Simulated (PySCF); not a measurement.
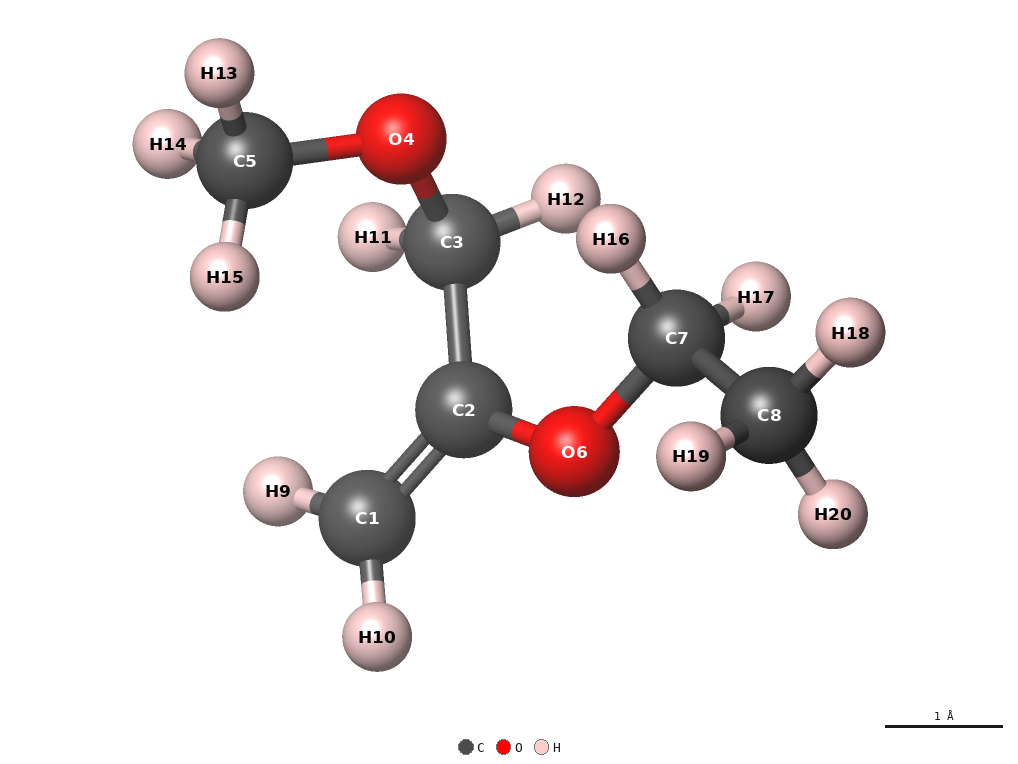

Numbered structure. Geometry: an end point of a reaction path computed with GFN2-xTB.

**How are the neighbours of atom 2 arranged?**

C2 has 3 neighbours (C1 at 1.33, C3 at 1.51, O6 at 1.36 Å); the arrangement is trigonal planar.

**What is the geometry at C3?**

C3 has 4 neighbours (C2 at 1.51, O4 at 1.42, H11 at 1.10, H12 at 1.09 Å); the arrangement is tetrahedral.

**Describe the coordination of atom 1.**

C1 has 3 neighbours (C2 at 1.33, H9 at 1.07, H10 at 1.07 Å); the arrangement is trigonal planar.

**Describe the coordination of atom 5.**

C5 has 4 neighbours (O4 at 1.41, H13 at 1.09, H14 at 1.10, H15 at 1.10 Å); the arrangement is tetrahedral.

**What is the dihedral angle C3–C2–O6–C7?**

1° in size, that is syn (eclipsed).
